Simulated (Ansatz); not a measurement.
# H2 with Si2H6: superposition error and deformation

Aim: split the binding of a pair into the counterpoise interaction, the basis-set superposition error and the cost of deforming the fragments.

Program: Ansatz 0.2.0, Gaussian basis. Level of theory: PBE0-D4 structures, single points in def2-TZVPPD. These are calculated values, not measurements.

Levels: PBE-D4, revPBE-D4, BLYP-D4, r2SCAN-D4, B97M-V, PBE0-D4, B3LYP-D4, HSE06-D4, wB97X-V, wB97M-V, B2PLYP, Hartree-Fock, MP2, CCSD, CCSD(T).

Correlated methods freeze the cores. B3LYP uses VWN-RPA correlation. B2PLYP carries no dispersion term here.

24 further runs of the same task are left out: 1 that didn't finish, 23 set aside as unsound or not needed.

**1. The starting structure**

The relaxed pair: 10 atoms, charge 0, spin multiplicity 1.

Atoms are counted from 1 here; the program's logs count them from 0.

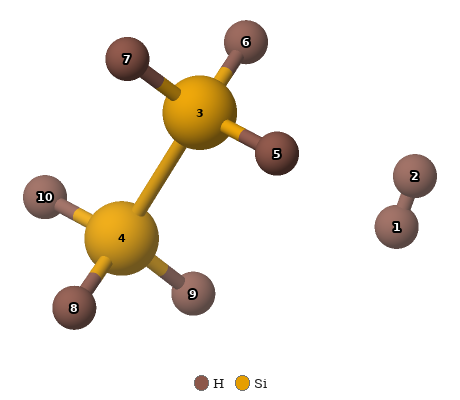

As it starts; hydrogen brown, silicon amber; atoms are numbered from 1 in the order of the file.

As a file:

```xyz
10
charge 0, multiplicity 1
H    -0.98088    0.36616   -2.63587
H    -0.33518    0.66336   -2.86358
Si    1.23351   -0.12725    0.21231
Si   -0.90544   -0.12920    1.15789
H     1.36143   -1.22437   -0.78373
H     1.49983    1.16852   -0.46770
H     2.25759   -0.32598    1.27326
H    -1.15656   -1.41965    1.85428
H    -1.94275    0.05237    0.10737
H    -1.03154    0.97593    2.14575
```

Atoms 1 to 2 are fragment A (H2), the rest fragment B (Si2H6). From earlier runs, pair energy (eV) and counterpoise interaction (kJ/mol):

```tsv
method	E(pair)	interaction
PBE-D4	-15876.37964	-2.99
revPBE-D4	-15882.25145	-2.20
BLYP-D4	-15884.69833	-1.18
r2SCAN-D4	-15883.42399	-1.02
B97M-V	-15881.02684	-1.93
PBE0-D4	-15878.19880	-2.63
B3LYP-D4	-15886.89418	-1.73
HSE06-D4	-15877.78901	-2.65
wB97X-V	-15882.57808	-2.16
wB97M-V	-15882.86898	-1.88
B2PLYP	-15878.11958	0.21
MP2	-15858.72320	-1.34
CCSD(T)	-15860.56344	-1.51
```

First each fragment is run alone in its own basis, frozen in the shape it has in the pair (a, b).

**2. CCSD(T)/def2-TZVPPD**

Input file a/in.yaml:

```yaml
crystal:
  periodic: [false, false, false]
  atoms:
    - {symbol: H, position_ang: [-0.980875, 0.366163, -2.635869]}
    - {symbol: H, position_ang: [-0.335183, 0.663361, -2.863581]}
basis:
  gaussian: {orbitals: "def2-TZVPPD.json"}
correlation: {method: ccsd_t}
```

Input file b/in.yaml:

```yaml
crystal:
  periodic: [false, false, false]
  atoms:
    - {symbol: Si, position_ang: [1.233505, -0.127253, 0.212312]}
    - {symbol: Si, position_ang: [-0.905440, -0.129200, 1.157891]}
    - {symbol: H, position_ang: [1.361434, -1.224374, -0.783728]}
    - {symbol: H, position_ang: [1.499827, 1.168522, -0.467700]}
    - {symbol: H, position_ang: [2.257589, -0.325978, 1.273260]}
    - {symbol: H, position_ang: [-1.156562, -1.419647, 1.854284]}
    - {symbol: H, position_ang: [-1.942753, 0.052372, 0.107375]}
    - {symbol: H, position_ang: [-1.031543, 0.975934, 2.145755]}
basis:
  gaussian: {orbitals: "def2-TZVPPD.json"}
correlation: {method: ccsd_t}
```

The basis file named in the input lies beside it (Basis Set Exchange, JSON).

The command line of these runs was not kept.

Output in a:

```text
Functional definition: HF
  name "HF"
  cite "Fock, Z. Phys. 61, 126 (1930) doi:10.1007/BF01340294"
  parent pbe
  exchange = exact_x
  correlation = 0
170 factors; integrals over basis functions are off by at most 1.0e-3 eV
mean field evaluation 1: about -30.7499 eV, gradient 3.6e0 eV
mean field evaluation 2: about -30.7495 eV, gradient 3.6e0 eV
mean field evaluation 4: about -30.8292 eV, gradient 6.0e-2 eV
mean field evaluation 8: about -30.8292 eV, gradient 2.3e-7 eV
mean field -30.82922357 eV, -1.1329530694 hartree, gradient 2.3e-7 eV, S^2 0.000000; 0 other end points of the search recorded, 0 dependent functions left out
reference -30.82922357 eV, -1.1329530694 hartree; 1, 1 occupied and 33, 33 virtual orbitals, 170 factors
second order -0.86439623 eV of doubles, -0.00000000 eV of singles
cycle   1  -1.00906071 eV  change   -1.4e-1 eV  update   2.6e-2
cycle   2  -1.07402815 eV  change   -6.5e-2 eV  update   9.1e-3
cycle   3  -1.07513350 eV  change   -1.1e-3 eV  update   1.2e-3
cycle   4  -1.07511615 eV  change    1.7e-5 eV  update   1.4e-4
cycle   5  -1.07507199 eV  change    4.4e-5 eV  update   2.0e-5
cycle   6  -1.07507445 eV  change   -2.5e-6 eV  update   3.7e-6
cycle   7  -1.07507564 eV  change   -1.2e-6 eV  update   5.8e-7
perturbative correction -0.00000000 eV, -0.0000000000 hartree
Total energy: -31.90429921 eV, -1.1724613704 hartree
```

Output in b, cut to the lines that bear on the results:

```text
[... 4 set-up lines as earlier in the session ...]
[...]
1086 factors; integrals over basis functions are off by at most 6.4e-4 eV
[...]
mean field -15819.76736838 eV, -581.3657277646 hartree, gradient 8.5e-6 eV, S^2 0.000000; 0 other end points of the search recorded, 0 dependent functions left out
10 core orbitals not correlated: weight in the atoms' cores, before any rotation towards them, 1.000 or more for the frozen orbitals, at most 0.000 for the correlated occupied ones
reference -15819.76736838 eV, -581.3657277646 hartree; 7, 7 occupied and 181, 181 virtual orbitals, 1086 factors
second order -7.24421756 eV of doubles, -0.00000000 eV of singles
cycle   1  -8.23837544 eV  change   -9.9e-1 eV  update   7.5e-2
[...]
cycle   8  -8.61276990 eV  change   -1.1e-5 eV  update   1.3e-5
perturbative correction -0.25926883 eV, -0.0095279539 hartree
Total energy: -15828.63940711 eV, -581.6917691743 hartree
```

They took 0.1 s (a), 23 s (b) on 2 threads, shared host; peak memory 2.1 GiB.

**3. Relaxing H2 alone**

Input file relax-a/in.yaml:

```yaml
crystal:
  periodic: [false, false, false]
  atoms:
    - {symbol: H, position_ang: [-0.980875, 0.366163, -2.635869]}
    - {symbol: H, position_ang: [-0.335183, 0.663361, -2.863581]}
basis:
  gaussian: {orbitals: def2-TZVP}
hamiltonian: {xc: pbe0, dispersion: d4}
relax: {f_tol: 0.005, max_steps: 200}
```

Output, cut to the lines that bear on the results:

```text
Functional definition: PBE0
  name "PBE0"
  cite "Adamo & Barone, J. Chem. Phys. 110, 6158 (1999) doi:10.1063/1.478522"
  cite "Perdew, Burke & Ernzerhof, Phys. Rev. Lett. 77, 3865 (1996) doi:10.1103/PhysRevLett.77.3865"
[... 1 set-up line as earlier in the session ...]
[...]
88 factors; their error is unknown
[...]
mean field -31.78865132 eV, -1.1682113890 hartree, gradient 1.7e-5 eV, S^2 0.000000; 0 other end points of the search recorded, 0 dependent functions left out
[...]
reference -31.78866719 eV, -1.1682119720 hartree; 1, 1 occupied and 11, 11 virtual orbitals, 88 factors
relax step   1: F+E_penalty+E_count = -31.79025795 eV  Δ(F+E_penalty+E_count) = +0.000e0 eV  max|allowed force component| = 8.521e-3 eV/Å  Δτ_max = 0.0000 Å  (15 SCF iters, accepted)
[...]
relax step   2: F+E_penalty+E_count = -31.79025930 eV  Δ(F+E_penalty+E_count) = -1.344e-6 eV  max|allowed force component| = 2.212e-4 eV/Å  Δτ_max = 0.0001 Å  (11 SCF iters, accepted)
88 factors; their error is unknown
[...]
mean field -31.78865276 eV, -1.1682114416 hartree, gradient 1.1e-5 eV, S^2 0.000000; 1 other end points of the search recorded, 0 dependent functions left out
[...]
reference -31.78866862 eV, -1.1682120246 hartree; 1, 1 occupied and 11, 11 virtual orbitals, 88 factors
Total energy: -31.79027516 eV, -1.1682710639 hartree
Atom 0 at    -0.980760     0.366216    -2.635910 Å, force     0.000222     0.000102    -0.000078 eV/Å
Atom 1 at    -0.335298     0.663308    -2.863540 Å, force    -0.000222    -0.000102     0.000078 eV/Å
Dipole moment:     0.000000     0.000000    -0.000000 e Å
```

Wall time 0.15 s (2 threads, shared host).

Step by step:

```tsv
step	energy from step 1 (eV)	largest force component (eV/Å)
1	0.0000	0.0085
2	0.0000	0.0002
```

The bond:

```tsv
bond	before (Å)	after (Å)	change (Å)
H1–H2	0.746	0.746	-0.000
```

**4. Relaxing Si2H6 alone**

Input file relax-b/in.yaml:

```yaml
crystal:
  periodic: [false, false, false]
  atoms:
    - {symbol: Si, position_ang: [1.233505, -0.127253, 0.212312]}
    - {symbol: Si, position_ang: [-0.905440, -0.129200, 1.157891]}
    - {symbol: H, position_ang: [1.361434, -1.224374, -0.783728]}
    - {symbol: H, position_ang: [1.499827, 1.168522, -0.467700]}
    - {symbol: H, position_ang: [2.257589, -0.325978, 1.273260]}
    - {symbol: H, position_ang: [-1.156562, -1.419647, 1.854284]}
    - {symbol: H, position_ang: [-1.942753, 0.052372, 0.107375]}
    - {symbol: H, position_ang: [-1.031543, 0.975934, 2.145755]}
basis:
  gaussian: {orbitals: def2-TZVP}
hamiltonian: {xc: pbe0, dispersion: d4}
relax: {f_tol: 0.005, max_steps: 200}
```

Output, cut to the lines that bear on the results:

```text
[... 5 set-up lines as earlier in the session ...]
[...]
800 factors; their error is unknown
[...]
mean field -15846.23054490 eV, -582.3382315641 hartree, gradient 4.2e-5 eV, S^2 0.000000; 0 other end points of the search recorded, 0 dependent functions left out
[...]
reference -15846.23057836 eV, -582.3382327940 hartree; 17, 17 occupied and 93, 93 virtual orbitals, 800 factors
relax step   1: F+E_penalty+E_count = -15846.33998451 eV  Δ(F+E_penalty+E_count) = +0.000e0 eV  max|allowed force component| = 1.416e-2 eV/Å  Δτ_max = 0.0000 Å  (20 SCF iters, accepted)
[...]
reference -15846.23060670 eV, -582.3382338355 hartree; 17, 17 occupied and 93, 93 virtual orbitals, 800 factors
Total energy: -15846.34006054 eV, -582.3422561898 hartree
Atom 0 at     1.233373    -0.127246     0.213788 Å, force     0.001196    -0.001096     0.004260 eV/Å
Atom 1 at    -0.905799    -0.129502     1.158518 Å, force     0.004097    -0.000674     0.003275 eV/Å
Atom 2 at     1.359742    -1.224224    -0.782840 Å, force    -0.000310    -0.001342    -0.001521 eV/Å
Atom 3 at     1.497309     1.168285    -0.467848 Å, force    -0.001110     0.000942    -0.001214 eV/Å
Atom 4 at     2.259751    -0.325778     1.272356 Å, force     0.000459     0.001146    -0.002670 eV/Å
Atom 5 at    -1.157189    -1.420143     1.854416 Å, force    -0.002855     0.001094    -0.001186 eV/Å
Atom 6 at    -1.939831     0.053127     0.104845 Å, force     0.001244     0.000577    -0.000695 eV/Å
Atom 7 at    -1.031299     0.975856     2.146214 Å, force    -0.002721    -0.000647    -0.000249 eV/Å
Dipole moment:    -0.000833     0.000301    -0.001083 e Å
```

Run time: 3.8 s. Hardware: 2 threads, shared host; peak memory 0.17 GiB.

Along the way:

```tsv
step	energy from step 1 (eV)	largest force component (eV/Å)
1	0.0000	0.0142
2	0.0000	0.0043
```

Close pairs (by a distance rule), those that changed most:

```tsv
bond	before (Å)	after (Å)	change (Å)
Si1–H3	1.487	1.487	+0.000
Si1–H5	1.488	1.488	-0.000
Si1–Si2	2.339	2.338	-0.000
Si1–H4	1.487	1.488	+0.000
Si2–H7	1.487	1.488	+0.000
Si2–H6	1.488	1.488	-0.000
Si2–H8	1.488	1.488	+0.000
```

**5. CCSD(T)/def2-TZVPPD**

Input file free-a/in.yaml:

```yaml
crystal:
  periodic: [false, false, false]
  atoms:
    - {symbol: H, position_ang: [-0.980760, 0.366216, -2.635910]}
    - {symbol: H, position_ang: [-0.335298, 0.663308, -2.863540]}
basis:
  gaussian: {orbitals: "def2-TZVPPD.json"}
correlation: {method: ccsd_t}
```

Input file free-b/in.yaml:

```yaml
crystal:
  periodic: [false, false, false]
  atoms:
    - {symbol: Si, position_ang: [1.233373, -0.127246, 0.213788]}
    - {symbol: Si, position_ang: [-0.905799, -0.129502, 1.158518]}
    - {symbol: H, position_ang: [1.359742, -1.224224, -0.782840]}
    - {symbol: H, position_ang: [1.497309, 1.168285, -0.467848]}
    - {symbol: H, position_ang: [2.259751, -0.325778, 1.272356]}
    - {symbol: H, position_ang: [-1.157189, -1.420143, 1.854416]}
    - {symbol: H, position_ang: [-1.939831, 0.053127, 0.104845]}
    - {symbol: H, position_ang: [-1.031299, 0.975856, 2.146214]}
basis:
  gaussian: {orbitals: "def2-TZVPPD.json"}
correlation: {method: ccsd_t}
```

Log of free-a, cut to the lines that bear on the results:

```text
[... 4 set-up lines as earlier in the session ...]
[...]
170 factors; integrals over basis functions are off by at most 1.0e-3 eV
[...]
mean field -30.82934144 eV, -1.1329574010 hartree, gradient 2.3e-7 eV, S^2 0.000000; 0 other end points of the search recorded, 0 dependent functions left out
reference -30.82934144 eV, -1.1329574010 hartree; 1, 1 occupied and 33, 33 virtual orbitals, 170 factors
second order -0.86436690 eV of doubles, -0.00000000 eV of singles
cycle   1  -1.00900905 eV  change   -1.4e-1 eV  update   2.6e-2
[...]
cycle   7  -1.07498986 eV  change   -1.2e-6 eV  update   5.8e-7
perturbative correction -0.00000000 eV, -0.0000000000 hartree
Total energy: -31.90433130 eV, -1.1724625498 hartree
```

Output in free-b, cut to the lines that bear on the results:

```text
[... 4 set-up lines as earlier in the session ...]
[...]
1086 factors; integrals over basis functions are off by at most 6.4e-4 eV
[...]
mean field -15819.76728440 eV, -581.3657246784 hartree, gradient 8.5e-6 eV, S^2 0.000000; 0 other end points of the search recorded, 0 dependent functions left out
10 core orbitals not correlated: weight in the atoms' cores, before any rotation towards them, 1.000 or more for the frozen orbitals, at most 0.000 for the correlated occupied ones
reference -15819.76728440 eV, -581.3657246784 hartree; 7, 7 occupied and 181, 181 virtual orbitals, 1086 factors
second order -7.24431491 eV of doubles, -0.00000000 eV of singles
cycle   1  -8.23845353 eV  change   -9.9e-1 eV  update   7.5e-2
[...]
cycle   8  -8.61284524 eV  change   -1.1e-5 eV  update   1.3e-5
perturbative correction -0.25927783 eV, -0.0095282845 hartree
Total energy: -15828.63940747 eV, -581.6917691872 hartree
```

They took 0.1 s (free-a), 22 s (free-b) on 2 threads, shared host; peak memory 2.1 GiB.

**6. The split**

```tsv
method	interaction with counterpoise (kJ/mol)	without	superposition error	deformation	binding energy
PBE-D4	-2.99	-3.06	0.07	0.00	-2.99
revPBE-D4	-2.20	-2.27	0.07	0.00	-2.19
BLYP-D4	-1.18	-1.26	0.09	0.00	-1.18
r2SCAN-D4	-1.02	-1.09	0.07	0.00	-1.01
B97M-V	-1.93	-2.03	0.09	0.01	-1.92
PBE0-D4	-2.63	-2.69	0.06	0.00	-2.63
B3LYP-D4	-1.73	-1.81	0.08	0.00	-1.73
HSE06-D4	-2.65	-2.71	0.06	0.00	-2.64
wB97X-V	-2.16	-2.23	0.07	0.00	-2.16
wB97M-V	-1.88	-1.98	0.09	0.01	-1.88
B2PLYP	0.21	0.03	0.17	0.00	0.21
Hartree-Fock	1.42	1.33	0.10	0.00	1.43
MP2	-1.34	-1.74	0.40	0.01	-1.33
CCSD	-1.17	-1.55	0.37	0.00	-1.17
CCSD(T)	-1.51	-1.90	0.39	0.00	-1.51
```

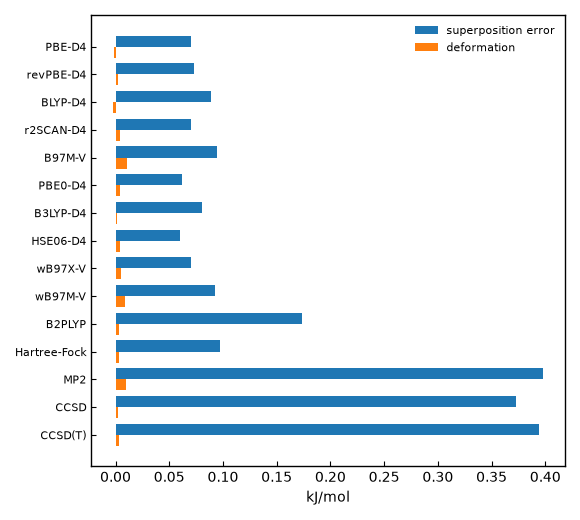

Superposition error and deformation energy by method.

**7. Results**

```
            quantity         value
interaction, CCSD(T)  -1.51 kJ/mol
 superposition error   0.39 kJ/mol
         deformation   0.00 kJ/mol
      binding energy  -1.51 kJ/mol
```

What this shows: In this basis the superposition error is 0.39 kJ/mol for CCSD(T) and 0.08 kJ/mol on average for the plain functionals: correlated methods borrow far more, since they need many more functions to converge. Deformation takes back 0 % of the interaction.
